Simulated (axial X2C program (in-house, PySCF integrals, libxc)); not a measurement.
# PdN: bond curves with and without spin–orbit coupling, part 2 of 2

Computed with an in-house X2C program for linear molecules on PySCF integrals; all-electron X2C, Pd dyall-cv3z, N dyall-av3z.

## Step 9: PBE0, 2c

State followed: Ω = 3/2 (excess of +ω over −ω: ω = 3/2). The scan is laid around 1.803 Å, a first estimate of the minimum, and this SCF restarts from the orbitals of the search.

The SCF at the reference distance of 1.803 Å:

```text
two-component X2C + atomic mean field  PBE0
basis functions 207  fitting functions 962  grid points 5074
iter        total energy     max residual
   1      -5091.763310575     9.00e+00
   2      -5097.448901326     8.33e-02
   3      -5097.146483936     1.51e-01
   4      -5097.575155560     1.48e-02
   5      -5097.566558084     3.32e-02
   6      -5097.578276909     1.38e-03
   7      -5097.578307847     1.16e-03
   8      -5097.578319440     2.06e-04
   9      -5097.578321568     2.31e-04
  10      -5097.578322417     4.77e-05
  11      -5097.578322493     1.58e-05
  12      -5097.578322519     7.01e-06
  13      -5097.578322524     1.58e-06
  14      -5097.578322524     4.19e-07
converged
one-electron -7214.18091084  Coulomb 2176.40102792  exact exchange -37.29933039  xc functional -114.38353210  nuclear repulsion 94.50641260  atomic mean-field constant -2.62198972
```

Along the bond, energies from the lowest point:

```
R (Å)  E (eV)  μ (D)  HOMO (eV)  LUMO (eV)  iterations
1.569  0.7682  -2.66      -6.30      -3.17          16
1.641  0.3059  -2.91      -6.33      -3.17          14
1.695  0.1155  -3.04      -6.36      -3.17          14
1.749  0.0220  -3.12      -6.39      -3.16          15
1.803  0.0000  -3.16      -6.43      -3.16          14
1.866  0.0390  -3.18      -6.47      -3.15          15
1.929  0.1256  -3.16      -6.51      -3.15          14
2.010  0.2800  -3.12      -6.56      -3.14          15
2.110  0.5017  -3.03      -6.61      -3.13          15
2.254  0.8355  -2.84      -6.63      -3.12          15
```

Dipoles are positive if N is the positive end.

Outer spinors at the reference distance:

```csv
ω,occupied,ε (eV),atomic character,λ mixture
1/2,yes,-21.81,"70% N s, 12% Pd d, 8% Pd p",100% σ
-1/2,yes,-18.19,"65% N s, 17% Pd d, 8% Pd p",100% σ
1/2,yes,-10.69,"49% N p, 44% Pd d, 5% N s","99% σ, 1% π"
-1/2,yes,-10.55,"53% Pd d, 44% N p","99% π, 1% σ"
3/2,yes,-10.45,"50% Pd d, 46% N p",100% π
-1/2,yes,-8.72,"52% Pd d, 34% N p, 10% N s","98% σ, 2% π"
1/2,yes,-8.64,"83% Pd d, 14% N p","99% π, 1% σ"
-3/2,yes,-8.62,"89% Pd d, 8% N p","64% π, 36% δ"
-3/2,yes,-8.24,"92% Pd d, 6% N p","64% δ, 36% π"
5/2,yes,-8.02,99% Pd d,100% δ
3/2,yes,-7.90,97% Pd d,"98% δ, 2% π"
-5/2,yes,-7.51,99% Pd d,100% δ
-1/2,yes,-6.98,"46% Pd d, 43% N p, 6% Pd p","99% π, 1% σ"
3/2,yes,-6.84,"49% Pd d, 40% N p, 5% Pd p","98% π, 2% δ"
1/2,yes,-6.43,"34% N p, 34% Pd d, 28% Pd s",100% σ
-1/2,no,-3.16,"43% Pd s, 32% N p, 18% Pd d",100% σ
1/2,no,-2.12,"34% Pd s, 32% Pd p, 19% N p","87% σ, 13% π"
1/2,no,-1.88,"56% N p, 22% Pd p, 13% Pd d","87% π, 13% σ"
-3/2,no,-1.85,"62% N p, 20% Pd p, 14% Pd d",100% π
```

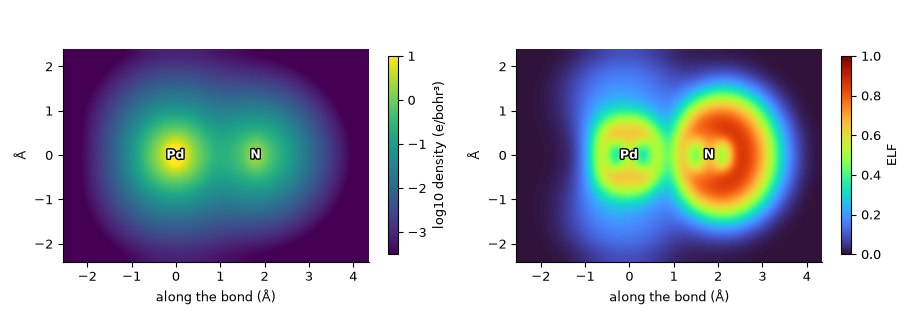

PBE0 fields in a plane through the axis, from a grid of 0.3 Å; Pd lies at z = 0 and N at z = 1.803 Å; the ELF is damped to zero where the density is low.

Re = 1.796 Å, ωe = 636 cm⁻¹, ωexe = 5.32 cm⁻¹, Be = 0.4226 cm⁻¹, De = 2.09 eV, μ = -3.16 D.

## Step 10: HF, 2c

The SCF at the reference distance of 1.803 Å:

```text
two-component X2C + atomic mean field  HF
basis functions 207  fitting functions 962  grid points 5074
iter        total energy     max residual
   1      -5095.092781604     4.05e-01
   2      -5095.127459643     2.22e-02
   3      -5095.132654846     1.40e-02
   4      -5095.134915025     8.50e-03
   5      -5095.136559393     4.12e-03
   6      -5095.137041712     1.72e-03
   7      -5095.137101661     4.96e-04
   8      -5095.137112017     3.70e-04
   9      -5095.137118060     3.46e-04
  10      -5095.137124833     3.33e-04
  11      -5095.137132532     3.20e-04
  12      -5095.137151969     2.78e-04
  13      -5095.137172254     1.84e-04
  14      -5095.137185420     1.35e-04
  15      -5095.137193286     5.68e-05
  16      -5095.137196138     3.71e-05
  17      -5095.137196455     2.06e-05
  18      -5095.137196479     1.37e-05
  19      -5095.137196492     7.79e-06
  20      -5095.137196495     3.86e-06
  21      -5095.137196496     2.49e-06
converged
one-electron -7215.86738674  Coulomb 2178.27586785  exact exchange -149.43010049  xc functional 0.00000000  nuclear repulsion 94.50641260  atomic mean-field constant -2.62198972
```

No constants are quoted: too few points lie around the minimum for a second fit to confirm the first.

## Step 11: TPSSh, 2c

The SCF at the reference distance of 1.803 Å:

```text
two-component X2C + atomic mean field  TPSSh
basis functions 207  fitting functions 962  grid points 5074
iter        total energy     max residual
   1      -5097.787822119     1.86e-01
   2      -5097.787773938     1.13e-02
   3      -5097.764060055     4.59e-02
   4      -5097.788969257     7.81e-03
   5      -5097.789543986     8.47e-04
   6      -5097.789554109     4.32e-04
   7      -5097.789555387     5.79e-05
   8      -5097.789555512     8.25e-05
   9      -5097.789555591     1.47e-05
  10      -5097.789555597     7.58e-06
  11      -5097.789555598     1.13e-06
converged
one-electron -7213.35653773  Coulomb 2175.55047126  exact exchange -14.91610217  xc functional -136.95180984  nuclear repulsion 94.50641260  atomic mean-field constant -2.62198972
```

Re = 1.800 Å, ωe = 644 cm⁻¹, ωexe = 5.11 cm⁻¹, Be = 0.4205 cm⁻¹, De = 2.33 eV, μ = -3.13 D.

## Step 12: Correlated methods, 2c

Correlated methods: 15 electrons correlated (frozen shells, counted by type: Pd 4 s, 3 p, 1 d; N 1 s), 289 virtual spinors in MP2, 90 natural virtuals in coupled cluster.

Output of the correlated part at 1.803 Å:

```text
correlated 15  virtual 289  natural virtual 90  E(MP2) -0.545739364  MP2 remainder -0.049869352
iter   CCSD correlation   residual
   1     -0.455359238   1.81e-01
   2     -0.471027324   8.68e-02
   3     -0.476811604   4.02e-02
   4     -0.478393443   2.24e-02
   5     -0.479152314   1.04e-02
   6     -0.479316116   3.44e-03
   7     -0.479318975   1.49e-03
   8     -0.479328773   6.64e-04
   9     -0.479327762   4.11e-04
  10     -0.479334256   2.29e-04
  11     -0.479330311   1.24e-04
  12     -0.479331965   7.65e-05
  13     -0.479331153   5.10e-05
  14     -0.479330790   3.01e-05
  15     -0.479330995   1.50e-05
  16     -0.479330976   7.69e-06
(T) -0.022472474  T1 0.0551  D1 0.1142  max T2 0.087
```

MP2: No constants are quoted: the points don't follow one smooth fit.

CCSD: Re = 1.813 Å, ωe = 642 cm⁻¹, Be = 0.4147 cm⁻¹, De = 1.43 eV. T1 at Re = 0.040 (Lee–Taylor, the printed value over √2).

CCSD(T): No constants are quoted: the points don't follow one smooth fit.

## Step 13: A higher determinant, 2c

State: Ω = 1/2 (excess of +ω over −ω: 2 × ω = -1/2, ω = 3/2).

Output at the reference distance:

```text
two-component X2C + atomic mean field  PBE0
basis functions 207  fitting functions 962  grid points 5074
iter        total energy     max residual
   1      -5091.677908846     9.08e+00
   2      -5097.430393062     8.52e-02
   3      -5097.070175052     1.64e-01
   4      -5097.543379479     4.22e-02
   5      -5097.559526686     2.37e-02
   6      -5097.565736049     1.83e-03
   7      -5097.565796925     1.42e-03
   8      -5097.565818003     2.49e-04
   9      -5097.565820755     1.53e-04
  10      -5097.565821289     3.00e-05
  11      -5097.565821321     9.51e-06
  12      -5097.565821329     7.45e-06
  13      -5097.565821333     2.36e-06
  14      -5097.565821333     8.38e-07
converged
one-electron -7213.63757500  Coulomb 2175.84528938  exact exchange -37.29170093  xc functional -114.36625767  nuclear repulsion 94.50641260  atomic mean-field constant -2.62198972
```

```
R (Å)  E above the lowest PBE0 point (eV)
1.569                               1.136
1.641                               0.655
1.695                               0.457
1.749                               0.362
1.803                               0.340
1.866                               0.381
1.929                               0.471
2.010                               0.631
2.110                               0.863
```

Re = 1.795 Å, ωe = 647 cm⁻¹, ωexe = 5.59 cm⁻¹, Be = 0.4231 cm⁻¹, μ = -3.27 D. Te = 0.34 eV.

## Step 14: The 2c curves together

Energy (eV) of the followed determinant, 2c, from each level's lowest point:

```
R (Å)   PBE0     HF    MP2   CCSD  CCSD(T)  TPSSh
1.569  0.768  1.778  0.534    n/a      n/a  0.823
1.641  0.306  1.101  0.179  0.347    0.294  0.334
1.695  0.116  0.739  0.044  0.149    0.108  0.130
1.749  0.022  0.474  0.000  0.042    0.018  0.028
1.803  0.000  0.285  0.051  0.000    0.000  0.000
1.866  0.039  0.136  0.287  0.025    0.063  0.036
1.929  0.126  0.045  0.519  0.106    0.172  0.122
2.010  0.280  0.000  0.768  0.247    0.339  0.279
2.110  0.502  0.027  1.038    n/a      n/a  0.508
2.254  0.836  0.144  1.423    n/a      n/a  0.859
```

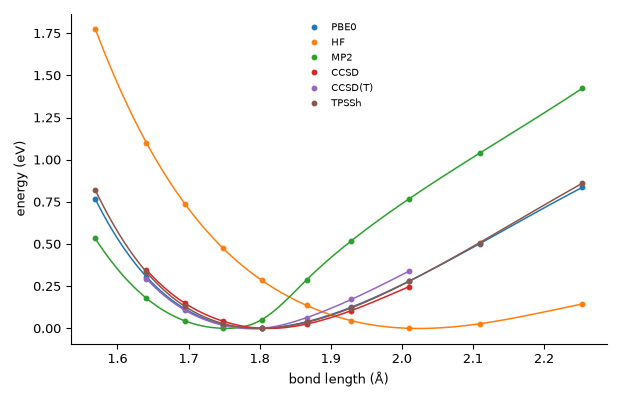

Curves of the followed state, 2c, each from its own lowest point.

The whole job took 4 min on 1 thread, shared host.

## Step 15: Constants

The summary covers parts 1 to 2.

Lowest determinant that the search found at its distance, spin-free: M_S = 3/2, Λ = 0 (beyond closed shells: σα, π+α, π-α).

Lowest determinant that the search found at its distance, 2c: Ω = 3/2 (excess of +ω over −ω: ω = 3/2).

```tsv
Hamiltonian	level	Re (Å)	ωe (cm⁻¹)	De (eV)	μ (D)
spin-free	PBE0	1.796	637	2.08	-3.15
spin-free	TPSSh	1.800	644	2.33	-3.12
2c	PBE0	1.796	636	2.09	-3.16
2c	CCSD	1.813	642	1.43	n/a
2c	TPSSh	1.800	644	2.33	-3.13
```

Dipoles are positive if N is the positive end. No constants: spin-free HF (too few points lie around the minimum for a second fit to confirm the first); spin-free MP2 (the points don't follow one smooth fit); spin-free CCSD (too few points lie around the minimum for a second fit to confirm the first); spin-free CCSD(T) (the points don't follow one smooth fit); 2c HF (too few points lie around the minimum for a second fit to confirm the first); 2c MP2 (the points don't follow one smooth fit); 2c CCSD(T) (the points don't follow one smooth fit).

Time per point (s) on 1 thread, shared host (2c runs; CCSD comes with the CCSD(T) run); the times are rough: PBE0 0.87, TPSSh 1.2.

What this shows: At PBE0, going from spin-free to two-component changes Re by 0 mÅ, ωe by -0.1 %, which is small (part of it comes from the scalar share of the two-electron terms). De moves by +0.01 eV; both De rest on single-determinant atoms, which can miss part of an open shell's spin–orbit lowering.

De refers to Pd + N, each in the lowest determinant found, which need not be this curve's own limit. The state is a single determinant with fixed occupations, the lowest that a limited PBE0 search found. Dissociation energies refer to the lowest single-determinant-based atoms at the same level and basis. Density functionals use the spin component along the axis (collinear). CCSD and (T) use frozen natural virtuals with an MP2 correction for the truncation. The meta-GGAs lack a current-density term, which matters for open shells with orbital currents, atoms included. With several unpaired electrons one determinant need not be a pure state. T1 at Re is 0.040 (Lee–Taylor), above the customary mark of 0.02.
